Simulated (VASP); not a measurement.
Band structure of C₆Si₂ (ordered alloy cell). Computed with PBEsol GGA, VASP's PBE PAW potentials (set 64) (plane waves; VASP).

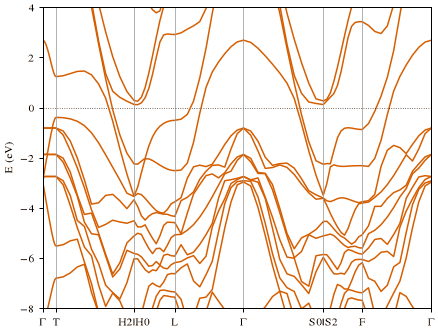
Figure: Bands along high-symmetry lines, zero at the valence-band maximum or, without a gap, the Fermi level

**Question.** Read the plot: is there a gap, and where are the band edges?

**Answer.** It has no gap at this level: it comes out as a metal or semimetal. (Edges off the drawn lines would not show.)

The structure was generated: C6Si2 was put into an ordered model structure (R-3m), which need not be its known phase. It was relaxed first, which changed the volume by -5 %.
